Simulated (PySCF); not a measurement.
CH6BNP (SMILES CN[B]P) (doublet)

```csv
atom,x (Å),y (Å),z (Å)
C,-1.3569,0.2216,0.3236
N,-0.6109,-0.7795,-0.4283
B,0.7336,-0.8403,-0.6629
P,2.0178,0.4131,-0.0875
H,-1.9135,-0.2485,1.1379
H,-0.6561,0.9443,0.7395
H,-2.0631,0.7438,-0.3276
H,-1.2349,-1.4879,-0.7940
H,1.9144,1.2290,-1.2065
H,3.1784,-0.1910,-0.5696
```

Geometry: GFN2-xTB.

These are results of UKS B3LYP, pcH-1 on B C H N P, non-relativistic, mean-field spin-orbit, GIAO (PySCF), not measurements.

Question: Predict the electron density, electron localisation function and spin density between the atoms.

Answer: B–N (1.37 Å): ρ at the midpoint is about 1.7 e/Å³; the ELF peaks at about 0.90 between the atoms (a short, strongly polar bond).
C–N (1.46 Å): ρ is about 1.9 e/Å³ halfway; the ELF peaks at about 0.90 between the atoms (localised, covalent bonding).
B–P (1.88 Å): the density is about 0.93 e/Å³ at the midpoint; the ELF peaks at about 0.95 between the atoms, as expected for localised, covalent bonding.
N–H (1.01 Å): the density is about 2.2 e/Å³ at the midpoint; the ELF climbs to about 1 towards the hydrogen, as it does in any bond to H (an ordinary covalent bond to hydrogen).
The unpaired spin (1 electron) lies mostly on B3 (about 0.7) and P4 (about 0.2), in electrons by Hirshfeld's partition.

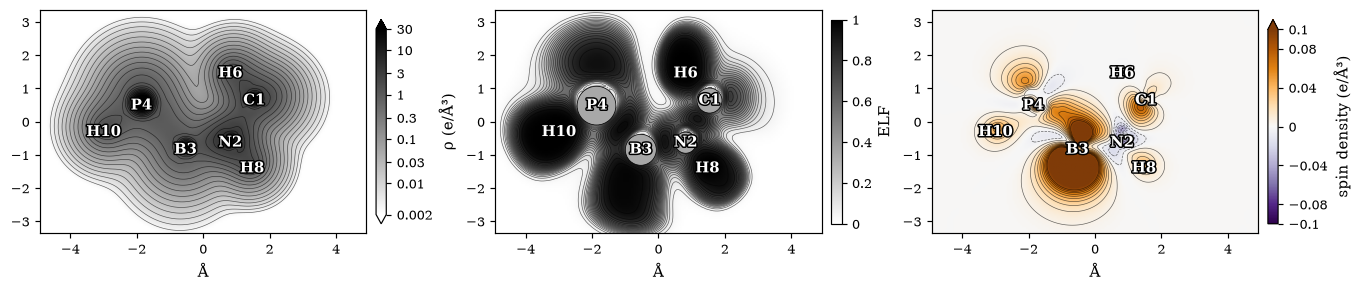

Computed electron density, electron localisation function and spin density on the plane of atoms B3, N2 and H8, in this order. Grey discs cover the atomic cores in the ELF map. 
